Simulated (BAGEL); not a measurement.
# triplet CH3ClO2Si: levels of theory compared

Aim: a comparison of 3 runs (ROHF/6-31G*, UHF/6-31G*, ROHF/def2-SVP) of triplet CH3ClO2Si. 

Program for the calculation: BAGEL 1.2.2.

2 further runs of the same task are left out: 1 that didn't finish, 1 set aside as unsound or not needed. Runs told in other sessions of the task aren't counted.

**1. The system as given**

CH3ClO2Si: 8 atoms, total charge 0, spin state triplet. SMILES of the parent species: `ClC1O[SiH2]O1`. The shape is that of a PBE0-D4/def2-TZVP optimisation. That shape belongs to the parent species and isn't relaxed for this state.

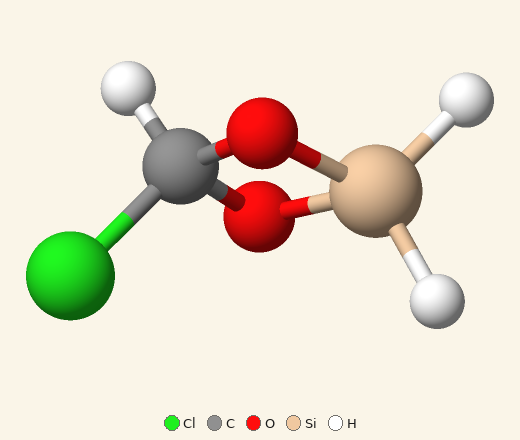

Viewed from a chosen angle; chlorine green, carbon grey, oxygen red, silicon light orange, hydrogen white.

**2. A single-point energy at ROHF/6-31G(d) (density fitting with qzvpp-jkfit, spherical functions) (run 1)**

Contents of input.json:

```json
{ "bagel" : [

{
  "title" : "molecule",
  "basis" : "6-31gs.json",
  "df_basis" : "qzvpp-jkfit",
  "angstrom" : "true",
  "geometry" : [
    { "atom" : "Cl", "xyz" : [   -2.195900,    0.509700,    0.974400 ] },
    { "atom" : "C", "xyz" : [   -0.524200,    0.766600,    0.397600 ] },
    { "atom" : "O", "xyz" : [    0.378500,   -0.100700,    1.032000 ] },
    { "atom" : "Si", "xyz" : [    0.716100,   -0.757900,   -0.470600 ] },
    { "atom" : "O", "xyz" : [   -0.384400,    0.408700,   -0.952100 ] },
    { "atom" : "H", "xyz" : [   -0.298600,    1.817300,    0.580700 ] },
    { "atom" : "H", "xyz" : [    2.098700,   -0.537900,   -0.945700 ] },
    { "atom" : "H", "xyz" : [    0.301900,   -2.163000,   -0.672100 ] }
  ]
},
{ "title" : "rohf", "nopen" : 2 },
{ "title" : "print", "file" : "orbitals.molden", "orbitals" : "true" }

]}
```

The basis set 6-31G* is read from a file made from the Basis Set Exchange's data (not shown).

Launch:

```sh
$ BAGEL_NUM_THREADS=1 BAGEL input.json > input.out
```

Output:

```text
* using 1 threads per process

  ===============================================================
  ===============================================================

  *** Geometry ***

  { "atom" : "Cl", "xyz" : [     -4.149650,      0.963193,      1.841349 ] },
  { "atom" : "C", "xyz" : [     -0.990594,      1.448664,      0.751355 ] },
  { "atom" : "O", "xyz" : [      0.715261,     -0.190295,      1.950197 ] },
  { "atom" : "Si", "xyz" : [      1.353233,     -1.432223,     -0.889305 ] },
  { "atom" : "O", "xyz" : [     -0.726411,      0.772331,     -1.799208 ] },
  { "atom" : "H", "xyz" : [     -0.564272,      3.434199,      1.097364 ] },
  { "atom" : "H", "xyz" : [      3.965968,     -1.016484,     -1.787114 ] },
  { "atom" : "H", "xyz" : [      0.570508,     -4.087478,     -1.270085 ] },

  Number of auxiliary basis functions:      539

  Since a DF basis is specified, we compute 2- and 3-index integrals:
    o Being stored without compression. Storage requirement is 0.030 GB

  Number of basis functions:       84
  Number of electrons      :       56

    * METHOD: MOLECULE                             0.31

  *** Open-shell HF ***

  === Nuclear Repulsion ===
   300.1253325224

      * DIIS with orbital gradients will be used.

  === ROHF iteration (6-31gs.json) ===
      0       -937.19635044          0.04187764           0.22
      1       -937.36159708          0.02971697           0.22
      2       -937.42092373          0.02042066           0.22
      3       -937.47480543          0.00110801           0.21
      4       -937.47539616          0.00046600           0.23
      5       -937.47558406          0.00026897           0.23
      6       -937.47570412          0.00024193           0.22
      7       -937.47577753          0.00020868           0.22
      8       -937.47588351          0.00016241           0.23
      9       -937.47597420          0.00009012           0.23
     10       -937.47604237          0.00005894           0.22
     11       -937.47607743          0.00005153           0.23
     12       -937.47607414          0.00004588           0.23
     13       -937.47609177          0.00004344           0.21
     14       -937.47608967          0.00003846           0.21
     15       -937.47608503          0.00002732           0.22
     16       -937.47609324          0.00001889           0.22
     17       -937.47610148          0.00001246           0.21
     18       -937.47610472          0.00000732           0.22
     19       -937.47611359          0.00000423           0.22
     20       -937.47611584          0.00000269           0.21
     21       -937.47611682          0.00000184           0.22
     22       -937.47611713          0.00000137           0.23
     23       -937.47611755          0.00000100           0.22
     24       -937.47611762          0.00000063           0.22
     25       -937.47611783          0.00000041           0.23
     26       -937.47611811          0.00000035           0.23
     27       -937.47611824          0.00000033           0.22
     28       -937.47611825          0.00000032           0.23
     29       -937.47611824          0.00000029           0.23
     30       -937.47611819          0.00000023           0.21
     31       -937.47611819          0.00000019           0.22
     32       -937.47611822          0.00000017           0.22
     33       -937.47611815          0.00000014           0.22
     34       -937.47611817          0.00000009           0.22
     35       -937.47611820          0.00000006           0.22
     36       -937.47611824          0.00000004           0.21
     37       -937.47611826          0.00000003           0.22
     38       -937.47611829          0.00000002           0.23
     39       -937.47611828          0.00000002           0.23
     40       -937.47611828          0.00000001           0.22
     41       -937.47611828          0.00000001           0.23
    * SCF iteration converged.

    * S^2 (ROHF) is 2.0000

    * Permanent dipole moment:
           (   -0.678105,     0.271925,     0.330509) a.u.

    * METHOD: ROHF                                 9.56

    * METHOD: PRINT                                0.01

  ===============================================================
```

Run time: 10 s. Hardware: 1 thread of Arm Neoverse V2, shared host; peak memory 0.13 GiB.

**3. A single-point energy at UHF/6-31G(d) (density fitting with qzvpp-jkfit, spherical functions) (run 2)**

input.json: that of step 2 with these lines changed.

```diff
@@ -6,3 +6,3 @@
   "df_basis" : "qzvpp-jkfit",
-  "angstrom" : "true",
+  "angstrom" : true,
   "geometry" : [
@@ -18,4 +18,4 @@
 },
-{ "title" : "rohf", "nopen" : 2 },
-{ "title" : "print", "file" : "orbitals.molden", "orbitals" : "true" }
+{ "title" : "uhf", "nopen" : 2 },
+{ "title" : "print", "file" : "orbitals.molden", "orbitals" : true }
```

The basis set 6-31G* is read from a file made from the Basis Set Exchange's data (not shown).

Launch:

```sh
$ BAGEL_NUM_THREADS=1 BAGEL input.json > input.out
```

Output:

```text
* using 1 threads per process

  ===============================================================
  ===============================================================

  *** Geometry ***

  { "atom" : "Cl", "xyz" : [     -4.149650,      0.963193,      1.841349 ] },
  { "atom" : "C", "xyz" : [     -0.990594,      1.448664,      0.751355 ] },
  { "atom" : "O", "xyz" : [      0.715261,     -0.190295,      1.950197 ] },
  { "atom" : "Si", "xyz" : [      1.353233,     -1.432223,     -0.889305 ] },
  { "atom" : "O", "xyz" : [     -0.726411,      0.772331,     -1.799208 ] },
  { "atom" : "H", "xyz" : [     -0.564272,      3.434199,      1.097364 ] },
  { "atom" : "H", "xyz" : [      3.965968,     -1.016484,     -1.787114 ] },
  { "atom" : "H", "xyz" : [      0.570508,     -4.087478,     -1.270085 ] },

  Number of auxiliary basis functions:      539

  Since a DF basis is specified, we compute 2- and 3-index integrals:
    o Being stored without compression. Storage requirement is 0.030 GB

  Number of basis functions:       84
  Number of electrons      :       56

    * METHOD: MOLECULE                             0.31

  *** Open-shell HF ***

  === Nuclear Repulsion ===
   300.1253325224

      * DIIS with orbital gradients will be used.

  === UHF iteration (6-31gs.json) ===
      0       -937.19635044          0.04187764           0.23
      1       -937.36858012          0.02945420           0.22
      2       -937.42988476          0.01999698           0.23
      3       -937.48079353          0.00104603           0.23
      4       -937.48188050          0.00038557           0.22
      5       -937.48208631          0.00019123           0.21
      6       -937.48218775          0.00011708           0.21
      7       -937.48221370          0.00008185           0.22
      8       -937.48223154          0.00006872           0.22
      9       -937.48224478          0.00005469           0.21
     10       -937.48225521          0.00004189           0.22
     11       -937.48226660          0.00002789           0.22
     12       -937.48227293          0.00001195           0.21
     13       -937.48227410          0.00000776           0.22
     14       -937.48227438          0.00000390           0.22
     15       -937.48227446          0.00000233           0.21
[... 31 lines of this table left out ...]
     47       -937.48227448          0.00000006           0.23
     48       -937.48227448          0.00000006           0.23
     49       -937.48227448          0.00000006           0.22
     50       -937.48227448          0.00000006           0.23
     51       -937.48227448          0.00000003           0.23
     52       -937.48227448          0.00000002           0.21
     53       -937.48227448          0.00000001           0.23
     54       -937.48227448          0.00000001           0.23
    * SCF iteration converged.

    * S^2 (UHF) is 2.0235

    * Permanent dipole moment:
           (   -0.616018,     0.094877,     0.261253) a.u.

    * METHOD: UHF                                 12.36

    * METHOD: PRINT                                0.01

  ===============================================================
```

Wall time 13 s (1 thread of Arm Neoverse V2, shared host); peak memory 0.13 GiB.

**4. A single-point energy at ROHF/def2-SVP (density fitting with qzvpp-jkfit) (run 3)**

Contents of calc.json:

```json
{ "bagel": [

{
  "title": "molecule",
  "basis": "svp",
  "df_basis": "qzvpp-jkfit",
  "angstrom": "true",
  "geometry": [
    { "atom": "Cl", "xyz": [      -2.195900,       0.509700,       0.974400 ] },
    { "atom": "C", "xyz": [      -0.524200,       0.766600,       0.397600 ] },
    { "atom": "O", "xyz": [       0.378500,      -0.100700,       1.032000 ] },
    { "atom": "Si", "xyz": [       0.716100,      -0.757900,      -0.470600 ] },
    { "atom": "O", "xyz": [      -0.384400,       0.408700,      -0.952100 ] },
    { "atom": "H", "xyz": [      -0.298600,       1.817300,       0.580700 ] },
    { "atom": "H", "xyz": [       2.098700,      -0.537900,      -0.945700 ] },
    { "atom": "H", "xyz": [       0.301900,      -2.163000,      -0.672100 ] }
  ]
},

{
  "title": "rohf",
  "nopen": 2
},

{
  "title": "print",
  "file": "orbitals.molden",
  "orbitals": "true"
}

]}
```

Launch:

```sh
$ BAGEL_NUM_THREADS=1 BAGEL calc.json > calc.out
```

Output:

```text
* using 1 threads per process

  ===============================================================
  ===============================================================

  *** Geometry ***

  { "atom" : "Cl", "xyz" : [     -4.149650,      0.963193,      1.841349 ] },
  { "atom" : "C", "xyz" : [     -0.990594,      1.448664,      0.751355 ] },
  { "atom" : "O", "xyz" : [      0.715261,     -0.190295,      1.950197 ] },
  { "atom" : "Si", "xyz" : [      1.353233,     -1.432223,     -0.889305 ] },
  { "atom" : "O", "xyz" : [     -0.726411,      0.772331,     -1.799208 ] },
  { "atom" : "H", "xyz" : [     -0.564272,      3.434199,      1.097364 ] },
  { "atom" : "H", "xyz" : [      3.965968,     -1.016484,     -1.787114 ] },
  { "atom" : "H", "xyz" : [      0.570508,     -4.087478,     -1.270085 ] },

  Number of auxiliary basis functions:      539

  Since a DF basis is specified, we compute 2- and 3-index integrals:
    o Being stored without compression. Storage requirement is 0.037 GB

  Number of basis functions:       93
  Number of electrons      :       56

    * METHOD: MOLECULE                             0.30

  *** Open-shell HF ***

  === Nuclear Repulsion ===
   300.1253325224

      * DIIS with orbital gradients will be used.

  === ROHF iteration (svp) ===
      0       -936.88160453          0.03398413           0.26
      1       -937.02345546          0.02449447           0.25
      2       -937.07472846          0.01672782           0.25
      3       -937.12124384          0.00109443           0.26
      4       -937.12236809          0.00057978           0.26
      5       -937.12283721          0.00045759           0.24
      6       -937.12331566          0.00039382           0.25
      7       -937.12370154          0.00026979           0.24
      8       -937.12394499          0.00015163           0.25
      9       -937.12408765          0.00011387           0.25
     10       -937.12413535          0.00011008           0.23
     11       -937.12416664          0.00011071           0.25
     12       -937.12417012          0.00011157           0.26
     13       -937.12417929          0.00010775           0.25
     14       -937.12419651          0.00010854           0.26
     15       -937.12420307          0.00011026           0.25
     16       -937.12420845          0.00011095           0.25
     17       -937.12420486          0.00010932           0.26
     18       -937.12421460          0.00010970           0.26
     19       -937.12422392          0.00010888           0.24
     20       -937.12423243          0.00010971           0.25
     21       -937.12426093          0.00011245           0.25
     22       -937.12424590          0.00011366           0.24
     23       -937.12423488          0.00010202           0.25
     24       -937.12428060          0.00008832           0.25
     25       -937.12435765          0.00007213           0.24
     26       -937.12436700          0.00004803           0.25
     27       -937.12448629          0.00002739           0.26
     28       -937.12449300          0.00001348           0.25
     29       -937.12457310          0.00000658           0.26
     30       -937.12456137          0.00000335           0.26
     31       -937.12456889          0.00000173           0.25
     32       -937.12457003          0.00000049           0.26
     33       -937.12456913          0.00000028           0.26
     34       -937.12456920          0.00000017           0.25
     35       -937.12456926          0.00000012           0.25
     36       -937.12456918          0.00000008           0.25
     37       -937.12456920          0.00000006           0.24
     38       -937.12456920          0.00000003           0.25
     39       -937.12456926          0.00000002           0.24
     40       -937.12456929          0.00000001           0.24
    * SCF iteration converged.

    * S^2 (ROHF) is 2.0000

    * Permanent dipole moment:
           (   -0.634856,     0.549239,     0.385077) a.u.

    * METHOD: ROHF                                10.53

    * METHOD: PRINT                                0.01

  ===============================================================
```

Wall time 11 s (1 thread of Arm Neoverse V2, shared host); peak memory 0.15 GiB.

**5. Overview of the runs**

```tsv
run	level	energy (Eh)	dipole moment (D)	⟨S²⟩	wall time
1	ROHF/6-31G* (density fitting with qzvpp-jkfit, spherical functions)	-937.476118	2.04	2.000	10 s
2	UHF/6-31G* (density fitting with qzvpp-jkfit, spherical functions)	-937.482274	1.72	2.023	13 s
3	ROHF/def2-SVP (density fitting with qzvpp-jkfit)	-937.124569	2.35	2.000	11 s
```

**6. Summary of results**

| quantity | value |
| --- | --- |
| run 3: total energy | -937.12457 Eh |
| run 3: dipole moment | 2.35 D |
| run 3: ⟨S²⟩ | 2.000 |

**Reading.** The dipole moment (its size) runs from 1.72 D (UHF/6-31G*) to 2.35 D (ROHF/def2-SVP). The two ends differ in method and basis. All runs together took 34 s, the longest 13 s.
